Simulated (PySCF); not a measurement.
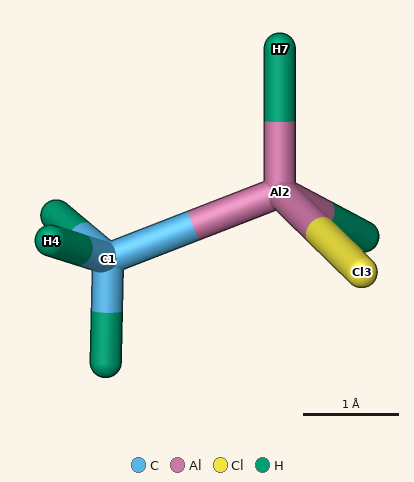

Figure 1. The structure as given in the input (stick view, seen at a tilt; atoms are numbered from 1 in the order of the input). Sticks mark near contacts. Bond lengths as drawn: Al–C 1.94 Å, Al–Cl 2.18 Å, Al–H 1.52 Å and C–H 1.10 Å.

CH5AlCl (charge −1): single-point calculation

CH5AlCl, charge −1, SMILES [CH3][AlH2-][Cl], computed with CCSD(T)/def2-SVP, RHF (PySCF 2.14.0).

The geometry was optimised with SVWN5/STO-3G saddle.

Log
```
PySCF version 2.14.0

[INPUT] num. atoms = 8
[INPUT] num. electrons = 42
[INPUT] charge = -1
[INPUT] spin (= nelec alpha-beta = 2S) = 0
[INPUT] symmetry False subgroup None
[INPUT] Mole.unit = angstrom
[INPUT] Symbol           X                Y                Z      unit          X                Y                Z       unit  Magmom
[INPUT]  1 C     -1.561382000000   1.776101000000   1.052661000000 AA   -2.950584355826   3.356344459566   1.989240992011 Bohr   0.0
[INPUT]  2 Al    -1.664926000000  -0.017564000000   0.308120000000 AA   -3.146254157668  -0.033191149652   0.582262413501 Bohr   0.0
[INPUT]  3 Cl    -1.093856000000  -1.398755000000   1.899400000000 AA   -2.067088259712  -2.643263865366   3.589345800999 Bohr   0.0
[INPUT]  4 H     -0.578005000000   1.997171000000   1.492231000000 AA   -1.092271148629   3.774106213924   2.819907904586 Bohr   0.0
[INPUT]  5 H     -2.303015000000   1.953656000000   1.844925000000 AA   -4.352067610765   3.691874781613   3.486402970363 Bohr   0.0
[INPUT]  6 H     -1.737739000000   2.544200000000   0.283867000000 AA   -3.283850785976   4.807841206118   0.536430885802 Bohr   0.0
[INPUT]  7 H     -0.657728000000  -0.214791000000  -0.815757000000 AA   -1.242925784458  -0.405896164021  -1.541557314197 Bohr   0.0
[INPUT]  8 H     -3.088621000000  -0.380180000000  -0.088784000000 AA   -5.836647792580  -0.718436078037  -0.167777444243 Bohr   0.0

nuclear repulsion = 134.25566985876
number of shells = 37
number of NR pGTOs = 131
number of NR cGTOs = 75
basis = def2-svp
ecp = {}

******** <class 'pyscf.scf.hf.RHF'> ********
method = RHF
initial guess = minao
damping factor = 0
level_shift factor = 0
DIIS = <class 'pyscf.scf.diis.CDIIS'>
diis_start_cycle = 1
diis_space = 8
diis_damp = 0
SCF conv_tol = 1e-09
SCF conv_tol_grad = None
SCF max_cycles = 50
direct_scf = True
direct_scf_tol = 1e-13
Set gradient conv threshold to 3.16228e-05
Initial guess from minao.
init E= -741.824786562265
  HOMO = -0.296590792067688  LUMO = 0.0985066378579358  gap/eV = 10.75115
cycle= 1 E= -742.006629090778  delta_E= -0.182  |g|= 0.308  |ddm|= 2.34
  HOMO = -0.167047358914429  LUMO = 0.319408151273309  gap/eV = 13.23713
cycle= 2 E= -742.039623471516  delta_E= -0.033  |g|= 0.0899  |ddm|= 0.614
  HOMO = -0.199082103779726  LUMO = 0.318113331898297  gap/eV = 14.07360
cycle= 3 E= -742.042219864185  delta_E= -0.0026  |g|= 0.0248  |ddm|= 0.138
  HOMO = -0.199104383806005  LUMO = 0.319909060577668  gap/eV = 14.12308
cycle= 4 E= -742.042505587634  delta_E= -0.000286  |g|= 0.00478  |ddm|= 0.0548
  HOMO = -0.199902760944366  LUMO = 0.319673039021903  gap/eV = 14.13838
cycle= 5 E= -742.042515216033  delta_E= -9.63e-06  |g|= 0.00142  |ddm|= 0.00915
  HOMO = -0.199833409173564  LUMO = 0.31975776391359  gap/eV = 14.13880
cycle= 6 E= -742.04251646493  delta_E= -1.25e-06  |g|= 0.000335  |ddm|= 0.00365
  HOMO = -0.199940410342929  LUMO = 0.319743048322274  gap/eV = 14.14131
cycle= 7 E= -742.042516548498  delta_E= -8.36e-08  |g|= 7.3e-05  |ddm|= 0.00109
  HOMO = -0.199939686007072  LUMO = 0.319747608518597  gap/eV = 14.14141
cycle= 8 E= -742.042516552003  delta_E= -3.51e-09  |g|= 1.35e-05  |ddm|= 0.000198
  HOMO = -0.199941527659516  LUMO = 0.319746985310104  gap/eV = 14.14144
cycle= 9 E= -742.042516552109  delta_E= -1.06e-10  |g|= 3.22e-06  |ddm|= 3.28e-05
  HOMO = -0.199941254600339  LUMO = 0.319747229839337  gap/eV = 14.14144
Extra cycle  E= -742.042516552121  delta_E= -1.19e-11  |g|= 1.21e-06  |ddm|= 8.49e-06
converged SCF energy = -742.042516552121

******** <class 'pyscf.cc.ccsd.CCSD'> ********
CC2 = 0
CCSD nocc = 21, nmo = 75
max_cycle = 50
direct = 0
conv_tol = 1e-07
conv_tol_normt = 1e-05
diis_space = 6
diis_start_cycle = 0
diis_start_energy_diff = 1e+09
Init t2, MP2 energy = -742.429844179856  E_corr(MP2) -0.387327627735757
Init E_corr(CCSD) = -0.387327627736492
cycle = 1  E_corr(CCSD) = -0.419997104280568  dE = -0.0326694765  norm(t1,t2) = 0.0450366
cycle = 2  E_corr(CCSD) = -0.428564165661723  dE = -0.00856706138  norm(t1,t2) = 0.0136785
cycle = 3  E_corr(CCSD) = -0.4316393875179  dE = -0.00307522186  norm(t1,t2) = 0.00529681
cycle = 4  E_corr(CCSD) = -0.431850687930747  dE = -0.000211300413  norm(t1,t2) = 0.00109834
cycle = 5  E_corr(CCSD) = -0.43178022051345  dE = 7.04674173e-05  norm(t1,t2) = 0.000420278
cycle = 6  E_corr(CCSD) = -0.431776900791732  dE = 3.31972172e-06  norm(t1,t2) = 8.48168e-05
cycle = 7  E_corr(CCSD) = -0.43177963800903  dE = -2.7372173e-06  norm(t1,t2) = 3.06396e-05
cycle = 8  E_corr(CCSD) = -0.431780069301083  dE = -4.31292053e-07  norm(t1,t2) = 8.17173e-06
cycle = 9  E_corr(CCSD) = -0.43177981615545  dE = 2.53145633e-07  norm(t1,t2) = 2.99615e-06
cycle = 10  E_corr(CCSD) = -0.431779805523535  dE = 1.06319144e-08  norm(t1,t2) = 1.14601e-06
CCSD converged
E(CCSD) = -742.4742963576442  E_corr = -0.4317798055235355
CCSD(T) correction = -0.00886119675591878
total energy: -742.48315755 hartree
```

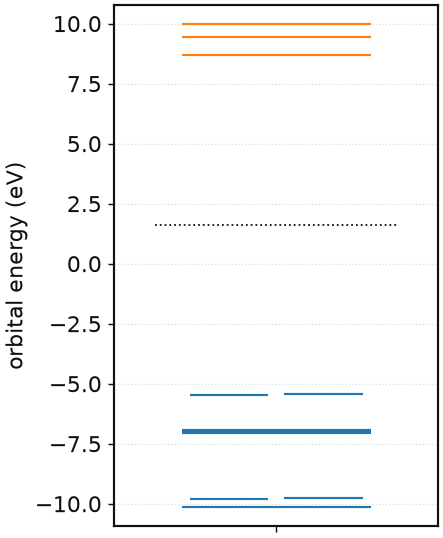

Figure 2. Orbital energies near the frontier (SCF reference); the dotted line parts filled from empty levels, and levels within 0.02 eV of each other stand side by side. Highest filled −5.44 eV, lowest empty 8.70 eV, 14.14 eV apart.

This output came from the following input.

The input (job.py)
```python
from pyscf import gto, scf, cc

molecule = gto.M(
    atom='''
C       -1.561382       1.776101       1.052661
Al      -1.664926      -0.017564       0.308120
Cl      -1.093856      -1.398755       1.899400
H       -0.578005       1.997171       1.492231
H       -2.303015       1.953656       1.844925
H       -1.737739       2.544200       0.283867
H       -0.657728      -0.214791      -0.815757
H       -3.088621      -0.380180      -0.088784
''',
    charge=-1,
    max_memory=1860,
    spin=0,
    basis='def2-svp',
    verbose=4,
)

myscf = scf.RHF(molecule)
myscf.kernel()

mycc = cc.CCSD(myscf)
mycc.kernel()
e_t = mycc.ccsd_t()
e_tot = mycc.e_tot + e_t
print(f'total energy: {e_tot:.8f} hartree')
```

Launched with:
```bash
OMP_NUM_THREADS=1 python job.py
```

Results in brief

```csv
quantity,value
outcome,converged
total energy,−742.483158 hartree
SCF energy,−742.042517 hartree
correlation energy,−0.440641 hartree
(T) correction,−0.008861 hartree
basis functions,75
T1 diagnostic,0.005
HOMO of the SCF reference,−5.44 eV
LUMO of the SCF reference,8.70 eV
hardware,"1 thread of Arm Neoverse V1, 24 GiB of memory available, shared host"
wall time,60 s
peak memory,0.45 GiB
```
